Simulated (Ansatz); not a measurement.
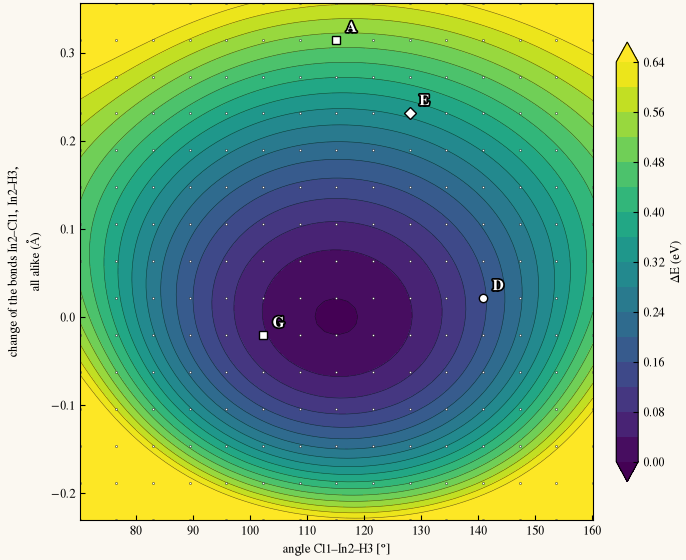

ClHIn, SMILES [Cl][InH], spin multiplicity 2. The first coordinate is: angle Cl1–In2–H3; the second: change of the bonds In2–Cl1, In2–H3, all alike. Nothing is relaxed (all other coordinates rigid). Grid: 15 × 15 points. Points are written as (first, second). All energies are given in eV relative to the lowest grid point. Method: Ansatz 0.2.0, UKS PBE-D4/def2-TZVP.

Drawn: filled contours, dots at the grid points, one colour for all values above the top of the scale, lettered points. Between grid points the surface is interpolated.

**Rank the lettered points by energy, lowest first.**

G (0.045 eV), D (0.15 eV), E (0.33 eV), A (0.50 eV).

**What kind of point is each of A, D, E, G: minimum, saddle, maximum or slope?**

A: on a slope; D: on a slope; E: on a slope; G: on a slope. (In these two coordinates alone; a stationary point may lie a little off the grid point.)
